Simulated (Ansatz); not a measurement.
H₃IO₃Zr

```json
{"atom": "I", "x (Å)": "-0.9144", "y (Å)": "2.6753", "z (Å)": "-1.3377"}
{"atom": "O", "x (Å)": "1.3365", "y (Å)": "-0.1553", "z (Å)": "0.4544"}
{"atom": "O", "x (Å)": "1.4455", "y (Å)": "-0.0786", "z (Å)": "-0.9860"}
{"atom": "O", "x (Å)": "-1.4379", "y (Å)": "0.3721", "z (Å)": "1.6948"}
{"atom": "Zr", "x (Å)": "-0.5628", "y (Å)": "0.3038", "z (Å)": "0.0218"}
{"atom": "H", "x (Å)": "1.9984", "y (Å)": "0.7069", "z (Å)": "-1.1358"}
{"atom": "H", "x (Å)": "-1.8075", "y (Å)": "0.4550", "z (Å)": "2.5751"}
{"atom": "H", "x (Å)": "-1.3855", "y (Å)": "-1.1254", "z (Å)": "-0.8092"}
```

Geometry: PBE0-D3(BJ)/def2-SVP; core potentials replace the inner electrons of I and Zr.

The calculation used isolated molecule in a Gaussian basis; Kohn-Sham density functional theory, functional PBE0 (Ansatz).

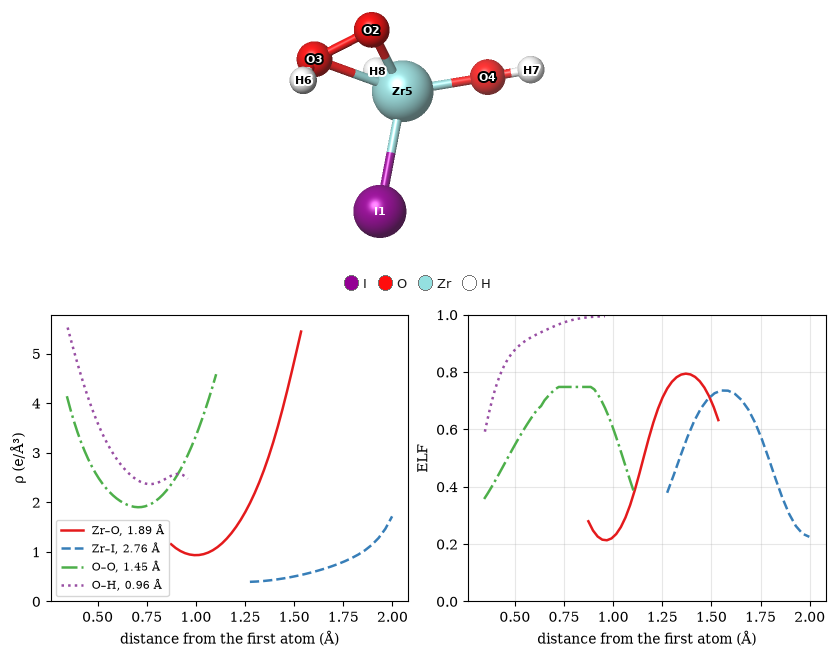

Figure 1. Electron density and ELF along straight lines between neighbouring atoms. The curves leave out the atomic cores. The structure is drawn too.

Compare the contacts.

Answer. Zr–O (1.89 Å): ρ is about 0.98 e/Å³ halfway; the ELF peaks at about 0.80 in the valence shell of O, 0.5 Å from its nucleus, and drops to about 0.20 between the two atoms.
Zr–I (2.76 Å): the density is about 0.43 e/Å³ at the midpoint; the ELF peaks at about 0.75 in the valence shell of I, 1.2 Å from its nucleus, and is about 0.55 at the midpoint.
O–O (1.45 Å): ρ is about 1.9 e/Å³ halfway; the ELF peaks at about 0.75 between the atoms.
O–H (0.96 Å): ρ at the midpoint is about 3.8 e/Å³; the ELF climbs to about 1 towards the hydrogen, as it does in any bond to H (a covalent bond by its length).

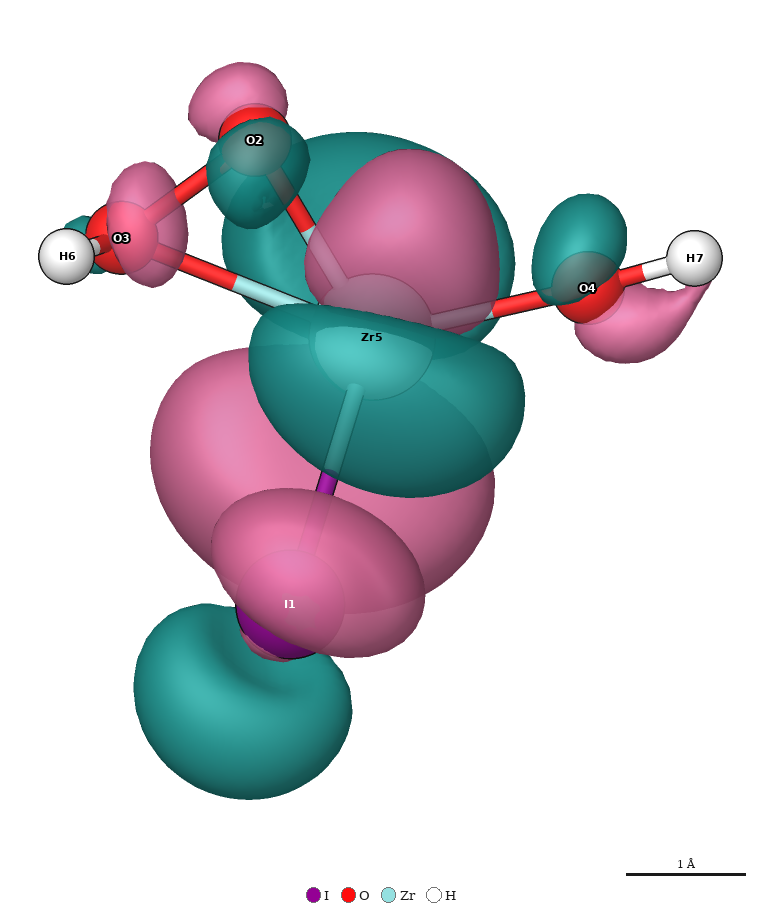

Figure 2. The LUMO at ±0.08 Å⁻³ᐟ² (teal and pink are the two phases), seen at a tilt.

Where does this orbital lie, and at what energy?

Answer. Its weight (Hirshfeld) is mainly on Zr5 (about 70 %) and I1 (about 15 %). Its energy is −1.78 eV.
